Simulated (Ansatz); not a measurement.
A series of calculations on BH3OF2

**1. Relaxation**

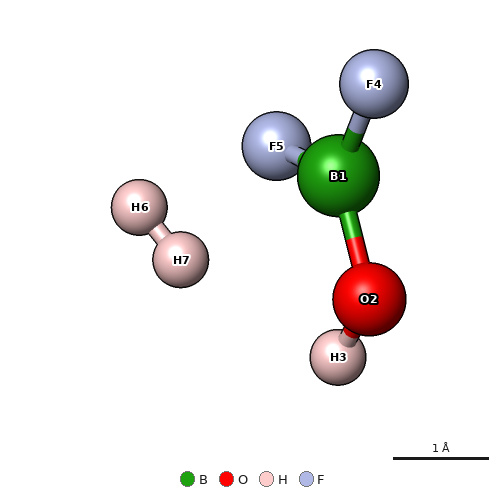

Starting structure of BH$_{3}$OF$_{2}$. A ball-and-stick model, seen at a tilt.

The run prepares an end point of a later path (reaction) calculation, from a guessed geometry.

These are results of RKS PBE0-D4/6-31G* (Ansatz), not measurements.

The input:
```yaml
crystal:
  periodic: [false, false, false]
  atoms:
    - { symbol: B, position_ang: [-0.026249, -0.257727, 0.15396] }
    - { symbol: O, position_ang: [0.000718, -0.477013, 1.51311] }
    - { symbol: H, position_ang: [-0.888862, -0.457364, 1.886745] }
    - { symbol: F, position_ang: [1.105792, -0.250846, -0.517883] }
    - { symbol: F, position_ang: [-1.167378, -0.089192, -0.503993] }
    - { symbol: H, position_ang: [0.047974, 2.097531, 0.602089] }
    - { symbol: H, position_ang: [0.139704, 1.71541, 1.191573] }
basis:
  gaussian: { orbitals: "6-31G*" }
hamiltonian:
  xc: pbe0
  dispersion: d4
relax:
  f_tol: 0.03
  max_steps: 50
```

Run as
```bash
ansatz run input.yaml --threads 1 --pin off --max-ram 2048MiB --backend cpu --events-out ev --progress --plain --runs-dir out
```

**Predict the outcome.**

After 21 accepted moves (25 points after the start) the energy has fallen by 4.10 kcal/mol. Largest force component: 1.2 eV/Å at the start, 0.024 eV/Å at the end. The line search rejected the trial steps at points 10, 15, 16, 22 of the run. The forces were under the threshold at step 6, but the run went on from there. The largest move after the best rigid fit is that of H6, 1.14 Å. Largest moves by element: H 1.14 Å, F 0.70 Å, B 0.44 Å, O 0.22 Å. Among the contacts that change: H6–H7 0.708 → 0.744 Å, B1–O2 1.377 → 1.351 Å. The run took 45 s on 1 thread of Arm Neoverse V2, with other jobs on the host, peak memory 0.13 GiB.

The structure at the end:

```xyz
7

B    -0.0324   -0.6652   -0.0221
O     0.0487   -0.4222    1.3040
H    -0.8186   -0.2480    1.6890
F     1.0668   -0.9222   -0.7042
F    -1.1948   -0.6526   -0.6668
H    -0.0224    2.9556    1.3549
H     0.1646    2.2355    1.3708
```

The end point in the same view:

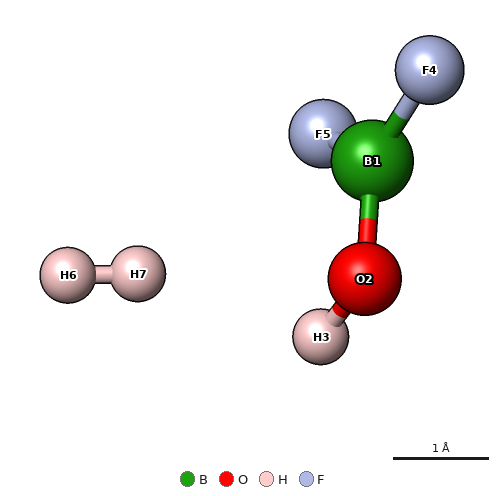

Limits of the set-up: the start holds two separate molecules, 2.2 Å apart at their closest, whose relative position is a soft coordinate.

**2. Relaxation**

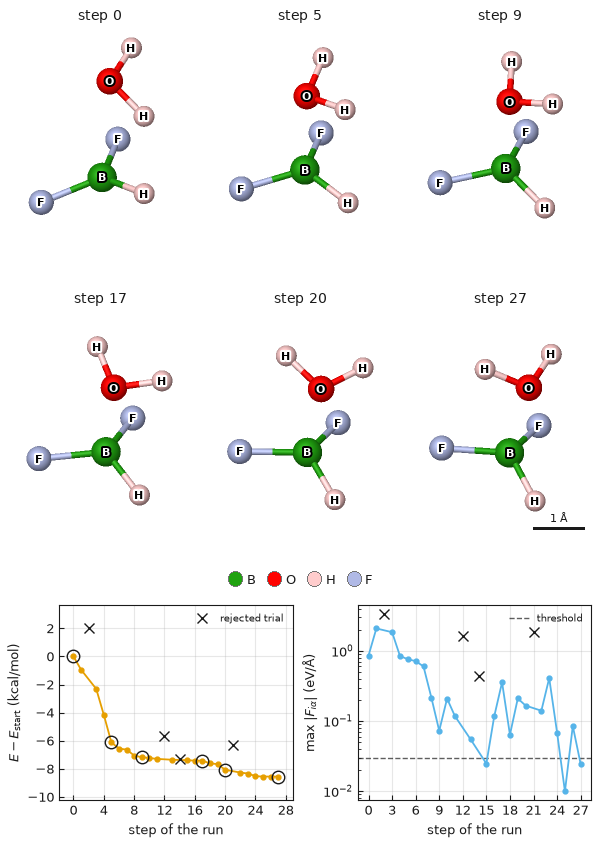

Frames of a relaxation of BH$_{3}$OF$_{2}$, marked on the history of the run. Style: ball-and-stick. Shown from a free direction.

The run prepares an end point of a later path (reaction) calculation, from a guessed geometry.

These are results of Ansatz, RKS PBE0-D4/6-31G*, not measurements. Set-up: no spin polarisation; force threshold 0.03 eV/Å; at most 50 steps.

**Describe the path.**

The energy falls by 8.55 kcal/mol in 23 accepted moves (27 points after the start). Largest force component: 0.85 eV/Å at the start, 0.024 eV/Å at the end. The line search rejected the trial steps at points 2, 12, 14, 21 of the run. The forces were under the threshold at step 15, but the run went on from there. The largest moves after the best rigid fit, 1.30 Å, are those of H atoms. Largest moves by element: H 1.30 Å, F 0.78 Å, O 0.67 Å, B 0.35 Å. Near-neighbour distances that change, for instance: B–O 2.602 → 1.810 Å, B–F 1.316 → 1.359 Å, H–O 0.985 → 0.972 Å, B–H 1.193 → 1.198 Å. Among the angles between lasting bonds that change: F–B–F 119.1° → 115.0°, H–O–H 103.6° → 106.1°, F–B–H 120.7° → 118.2°. Cost: 46 s on 1 thread of Arm Neoverse V2, with other jobs on the host, peak memory 0.13 GiB. From step 0 to 5: the O atom moves most (0.40 Å), energy −6.12 kcal/mol. From step 5 to 9: an H atom moves most (0.25 Å), energy −1.06 kcal/mol. From step 9 to 17: an H atom moves most (0.35 Å), energy −0.24 kcal/mol. From step 17 to 20: H atoms move most (0.39 Å), energy −0.65 kcal/mol. From step 20 to 27: an H atom moves most (0.37 Å), energy −0.49 kcal/mol.

**3. Path**

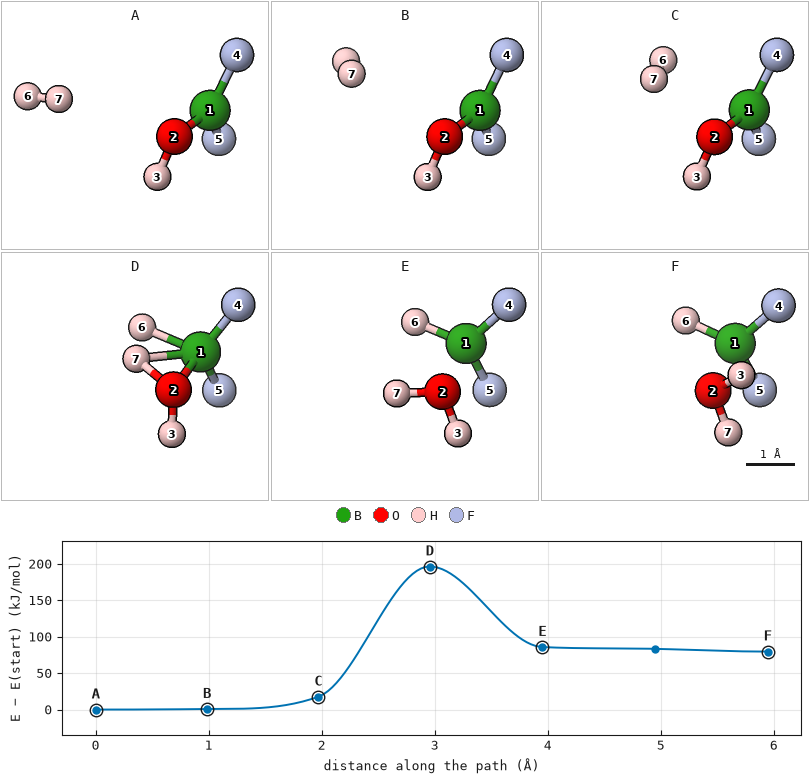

A search for the minimum-energy path of BH3OF2, made up at the start of BHOF$_{2}$ and H2 by the nudged elastic band. Images are numbered from 0 (start) to 6 (end). Frames A to F are images 0, 1, 2, 3, 4, 6. The picture is a ball-and-stick view, seen at a tilt.

All numbers below come from RKS PBE0-D4/6-31G* (Ansatz). Run with 5 movable images; climbing image; force threshold 0.05 eV/Å; iteration limit 60; starting path through a guess of the saddle point.

### Describe the mechanism and the energy profile.

Forward barrier 196.3 kJ/mol, backward barrier 116.7 kJ/mol, with image 3 at the top; the reaction energy is +79.7 kJ/mol. Breaking: B1–O2 (1.35 → 1.55 at the top → 1.81 Å), H6–H7 (0.74 → 1.05 at the top → 2.96 Å). Forming: B1–H6 (3.87 → 1.38 at the top → 1.20 Å), O2–H7 (2.66 → 1.25 at the top → 0.97 Å). The band is converged. At the top, the vibrational analysis gives one imaginary mode (1465i cm⁻¹), as a transition state must have.

Limits of the set-up: the start holds two separate molecules, 2.7 Å apart at their closest, whose relative position is a soft coordinate.

Cost: 99 s on 1 thread of Arm Neoverse V2, on a shared host, peak memory 0.11 GiB.
